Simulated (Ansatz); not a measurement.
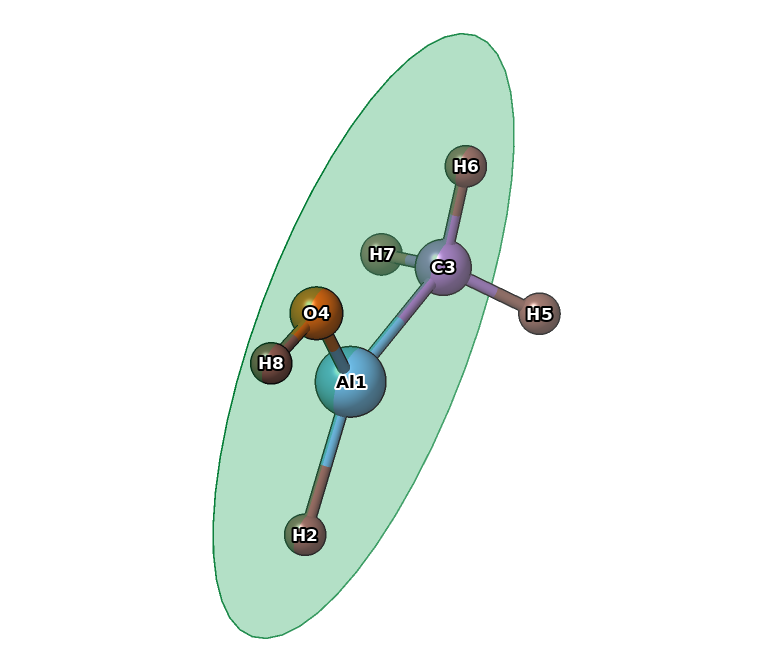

A disc through the centre of mass is drawn in. Atoms fade into the background with distance from the viewer. The geometry was computed by an optimisation with PBE0-D4/def2-TZVP.

Question: Is the plane of the disc a mirror plane of the structure?

Answer: Yes. The reflection leaves Al1, H2, C3, O4, H6, H8 in place and moves H5 ↔ H7. The point group is Cs.
